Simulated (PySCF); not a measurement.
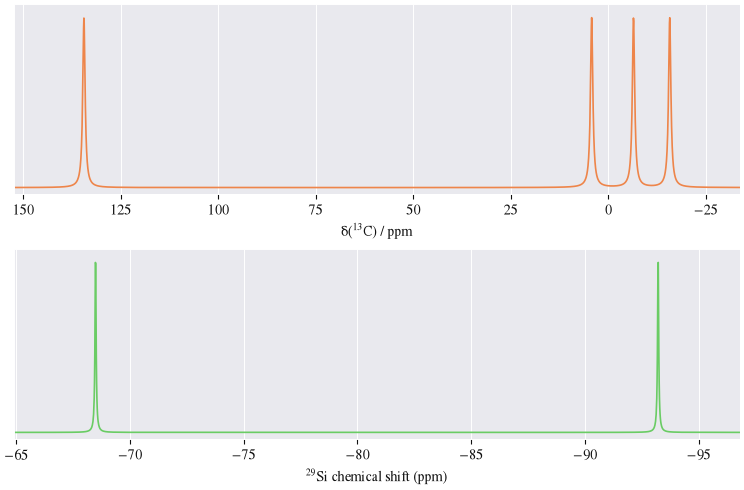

GIAO shifts, PBE0/pcSseg-1 (IEF-PCM dimethylsulfoxide), PySCF 2.14.0, at a PBE0-D3(BJ)/def2-SVP geometry (no frequency check), against TMS for ¹³C and TMS for ²⁹Si computed at the same level. fully decoupled, line heights follow the number of nuclei, widths are arbitrary (no quadrupolar broadening); values of one conformer, averaged over methyl-type rotors and exact or near symmetry; other conformers aren't averaged in.

### Which molecule was computed?
A. C₄H₉NSi₂, SMILES N#C[C@@H]1CC[SiH2][SiH2]1
B. C₄H₉NSi₂, SMILES N#C[C@@H]1C[Si@@H]1C[SiH3]

B. Its ¹³C signals: 134.4 (1 C), 4.3 (1 C), −6.5 (1 C), −15.8 (1 C) ppm. Its ²⁹Si signals: −68.5 (1 Si), −93.2 (1 Si) ppm.
